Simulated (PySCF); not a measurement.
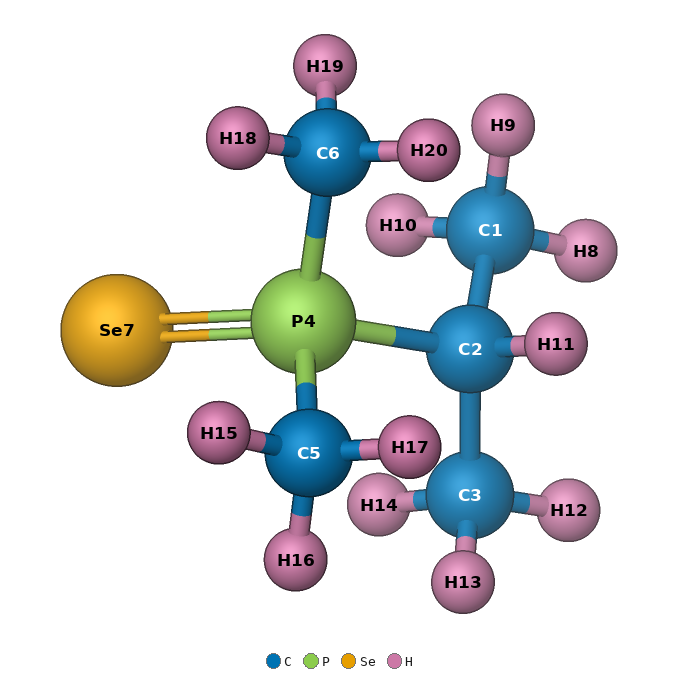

Computed geometry: PBE0-D3(BJ)/def2-SVP optimisation. No frequency run is at hand to confirm it as a minimum.

Q: How are the neighbours of atom 6 arranged?

A: C6 has 4 neighbours (P4 at 1.82, H18 at 1.10, H19 at 1.10, H20 at 1.10 Å); the arrangement is tetrahedral.

Q: Describe the coordination of atom 5.

A: C5 has 4 neighbours (P4 at 1.82, H15 at 1.10, H16 at 1.10, H17 at 1.10 Å); the arrangement is tetrahedral.

Q: How are the neighbours of atom 2 arranged?

A: C2 has 4 neighbours (C1 at 1.52, C3 at 1.52, P4 at 1.85, H11 at 1.11 Å); the arrangement is tetrahedral.

Q: What is the geometry at C3?

A: C3 has 4 neighbours (C2 at 1.52, H12 at 1.10, H13 at 1.10, H14 at 1.10 Å); the arrangement is tetrahedral.

Q: Which bond is the longest?

A: P4–Se7, 2.104 Å.

Q: What is the dihedral angle C1–C2–P4–C5?

A: 171° in size, that is anti.
